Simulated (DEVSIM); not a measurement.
Structure: Si p-n junction from an implanted or diffused profile, at 300 K.

| layer (left to right) | material | thickness (μm) | Nd (cm⁻³) | τn (s) | τp (s) |
|---|---|---|---|---|---|
| 1 | Si | 1.50 | 1.4e16 | 2e-6 | 2e-6 |

Added acceptor profile: 1.1e19 cm⁻³ × exp(−(x − 0.094 μm)²/(2·(0.043 μm)²)). Left contact: ohmic. Right contact: ohmic. Voltage is applied to the left contact. Recombination: SRH at mid-gap, radiative. Mobility is μmin + (μ − μmin)/(1 + (N/Nref)^α).

The device is made up for the run: typed textbook-type constants, with dimensions and the other settings drawn at random. Values at 300 K.

| parameter | Si |
|---|---|
| gap (eV) | 1.124 |
| affinity (eV) | 4.05 |
| permittivity | 11.7 |
| Nc (cm⁻³) | 2.86e19 |
| Nv (cm⁻³) | 3.1e19 |
| μn (cm²/Vs) | 1417 |
| μp (cm²/Vs) | 470 |
| μn,min | 52 |
| μp,min | 45 |
| Nref,n | 9.7e16 |
| Nref,p | 2.2e17 |
| αn | 0.68 |
| αp | 0.72 |
| B (cm³/s) | 4.7e-15 |

Model (solved in DEVSIM): 1D drift-diffusion, Boltzmann statistics, complete ionisation; no tunnelling, impact ionisation, image-force lowering or self-heating.

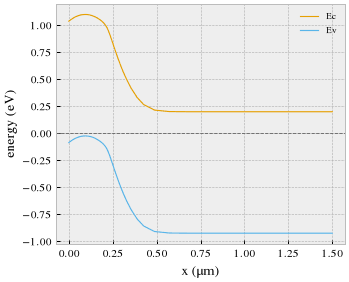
Figure: Band edges at zero bias

Energies count from the Fermi level of the right contact; mesh points crowd at the junctions.

```tsv
x (μm)	Ec (eV)	Ev (eV)	n (cm⁻³)	p (cm⁻³)	field (V/cm)
0.000	1.035	-0.089	120	9.9e17	13000
0.01443	1.053	-0.071	< 1e2	2.0e18	11000
0.03094	1.069	-0.055	< 1e2	3.7e18	8900
0.04742	1.082	-0.042	< 1e2	6.1e18	6500
0.07154	1.094	-0.030	< 1e2	9.6e18	3100
0.09212	1.097	-0.027	< 1e2	1.1e19	260
0.1127	1.095	-0.029	< 1e2	1.0e19	-2600
0.1427	1.081	-0.043	< 1e2	5.8e18	-6800
0.1671	1.060	-0.064	< 1e2	2.6e18	-10000
0.1912	1.030	-0.094	140	8.3e17	-14000
0.2170	0.977	-0.147	1100	1.0e17	-31000
0.2488	0.840	-0.284	230000	5.2e14	-49000
0.2729	0.724	-0.400	2.0e7	5.9e12	-46000
0.2973	0.617	-0.507	1.2e9	9.3e10	-41000
0.3893	0.328	-0.796	8.8e13	1300000	-21000
0.5722	0.199	-0.925	1.3e16	8800	-450
0.9134	0.197	-0.927	1.4e16	8300	≈ 0
1.187	0.197	-0.927	1.4e16	8300	≈ 0
1.365	0.197	-0.927	1.4e16	8300	≈ 0
1.433	0.197	-0.927	1.4e16	8300	≈ 0
1.474	0.197	-0.927	1.4e16	8300	≈ 0
1.500	0.197	-0.927	1.4e16	8300	≈ 0
```
